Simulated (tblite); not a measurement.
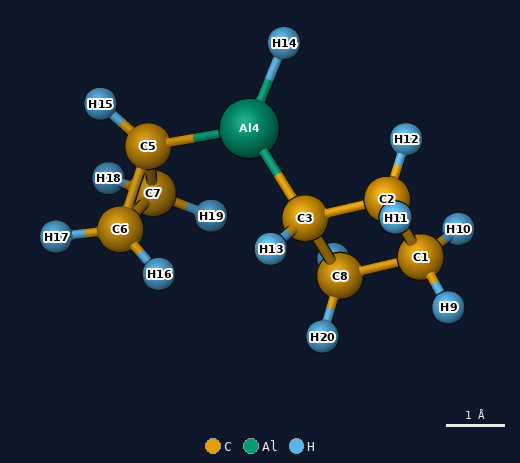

This is the input geometry for a relaxation of C$_{7}$H$_{13}$Al. The picture is a ball-and-stick view, seen at a tilt.

All numbers below come from tblite 0.8.0, GFN2-xTB geometry optimisation, gas phase.

```xyz
21

C    -2.6887    0.6964   -0.0005
C    -2.4303   -0.7636    0.2900
C    -0.9524   -0.4437    0.5790
Al    0.3542   -1.3289   -0.6674
C     2.2929   -0.8221   -0.5978
C     2.6487    0.2480    0.4132
C     2.6160    0.5975   -1.0642
C    -1.2284    1.0324    0.2674
H    -3.3754    1.1642    0.7437
H    -2.9941    0.8705   -1.0541
H    -2.9631   -1.1222    1.2072
H    -2.5925   -1.4180   -0.5885
H    -0.7098   -0.5866    1.6577
H    -0.1399   -2.4628   -1.6773
H     3.1130   -1.5370   -0.7803
H     1.8112    0.6866    1.0092
H     3.6824    0.1727    0.8327
H     3.6176    0.7094   -1.5207
H     1.7486    1.2287   -1.3464
H    -1.0951    1.6844    1.1577
H    -0.7240    1.4112   -0.6436
```

Q: What does the optimiser find from here?

A: The atom that moves furthest after the best rigid fit is H9 (1.08 Å). Largest moves by element: H 1.08 Å, C 0.43 Å, Al 0.22 Å. Among the contacts that change: Al4–H14 1.597 → 1.550 Å, C6–C7 1.519 → 1.485 Å, C6–H16 1.118 → 1.084 Å, C1–H9 1.115 → 1.089 Å. Bond angles that change, for instance: C2–C3–Al4 114.6° → 104.7°, H18–C7–H19 123.1° → 113.2°, H16–C6–H17 121.3° → 113.6°. Groups turn about C3–C8 by about 25°, C1–C8 by about 25°, C1–C2 by about 25°. After 134 geometry steps the energy has fallen by 0.417 eV.

Step by step:

```csv
step,"E − E(0), eV"
0,0.0000
1,-0.1668
2,-0.2748
3,-0.3136
4,-0.3370
5,-0.3519
6,-0.3588
7,-0.3614
8,-0.3629
9,-0.3637
10,-0.3641
17,-0.3674
23,-0.3712
30,-0.3747
36,-0.3774
43,-0.3785
49,-0.3794
56,-0.3833
62,-0.3843
69,-0.3849
75,-0.3857
82,-0.3893
88,-0.3977
95,-0.4020
101,-0.4043
108,-0.4087
114,-0.4106
121,-0.4130
127,-0.4164
134,-0.4173
```

The structure at the end:

```xyz
21

C    -2.5008    0.5293   -0.3544
C    -2.3930   -0.7821    0.4263
C    -0.9655   -0.3544    0.8501
Al    0.2475   -1.2042   -0.5140
C     2.1476   -0.7242   -0.8106
C     2.8312    0.0606    0.2995
C     2.5797    0.7179   -1.0081
C    -1.3525    1.1006    0.4778
H    -3.4529    1.0570   -0.3255
H    -2.1953    0.3881   -1.3954
H    -3.0948   -0.8391    1.2574
H    -2.4745   -1.6979   -0.1722
H    -0.7632   -0.4828    1.9217
H    -0.4263   -2.2788   -1.4048
H     2.8151   -1.4331   -1.3085
H     2.2263    0.3774    1.1418
H     3.8474   -0.1907    0.5677
H     3.4226    0.9118   -1.6569
H     1.8204    1.4881   -1.0541
H    -1.7119    1.6690    1.3366
H    -0.6160    1.7045   -0.0573
```

The end point in the same view:

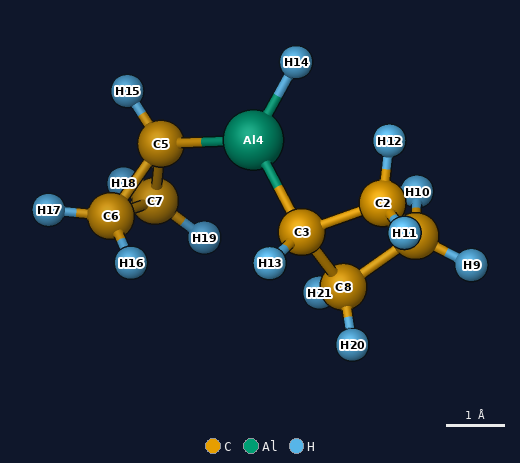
